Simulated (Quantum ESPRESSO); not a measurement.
Effort and miss along a sweep of ecutwfc: FeO₂ (R3m, 12 atoms in the cell)

Cell: a = 5.6714 Å, b = 5.6714 Å, c = 5.6714 Å, α = 61.55°, β = 61.55°, γ = 61.55°.

Method: PBEsol+U, PSlibrary PAW (PBE) pseudopotentials (plane waves; Quantum ESPRESSO).

Base settings: ecutwfc = 55 Ry; ecutrho = 330 Ry; occupations = smearing; smearing = gaussian; degauss = 0.0036749 Ry; nspin = 2; input_dft = pbesol; potentials = {Fe: Fe.pbe-n-kjpaw_psl.1.0.0.UPF, O: O.pbe-n-kjpaw_psl.0.1.UPF}; K_POINTS = automatic 4 4 4 0 0 0; HUBBARD = ortho-atomic; U Fe-3d 5.3 eV.

Misses are taken against the tightest run, 55 Ry, which need not be fully converged itself. The energy is the free energy per atom.

The count of work is k-points × plane waves × bands × iterations; it is no time, and leaves out set-up, grids and terms that scale otherwise. Core times come from one kind of shared machine and are given to one figure; runs under 30 s give none.

The starting cell comes from a database of computed structures (which also holds hypothetical and non-ambient phases and stackings), without a prior relaxation at this level. Its lattice was rescaled by a random factor within 2.5 % of one. The magnetic order is the one reached from the typed start; others were not searched systematically. With U or open f shells several self-consistent states can exist. In the base run, with a pressure of about 5 GPa the cell is away from its equilibrium volume at this level.

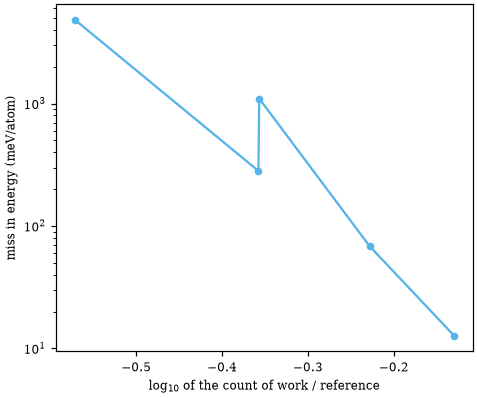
Figure. Miss against the count of work; the reference run is not drawn, and misses under 0.1 meV/atom are drawn there.

```tsv
ecutwfc	energy less reference (meV/atom)	pressure less reference (GPa)	largest difference in the force on any atom (eV/Å)	count of work / reference	core time / reference (rough)
22 Ry (ecutrho: 330 Ry → 132 Ry)	4804.11	-237.17	1.179	0.27	0.3
28 Ry (ecutrho: 330 Ry → 168 Ry)	1098.45	-75.96	0.295	0.44	0.5
33 Ry (ecutrho: 330 Ry → 198 Ry)	281.78	-24.07	0.114	0.44	0.6
38 Ry (ecutrho: 330 Ry → 228 Ry)	67.99	-6.55	0.030	0.59	0.5
44 Ry (ecutrho: 330 Ry → 264 Ry)	12.71	-1.01	0.012	0.74	0.5
55 Ry	0.00	0.00	0.000	1.0	1
```

The last two settings still differ by 13 meV/atom, so the table cannot show that the reference is converged.

Smallest miss in the energy for at most 0.5 times the reference's count of work: 33 Ry (ecutrho: 330 Ry → 198 Ry), with a miss of 280 meV/atom at a count of 0.44.
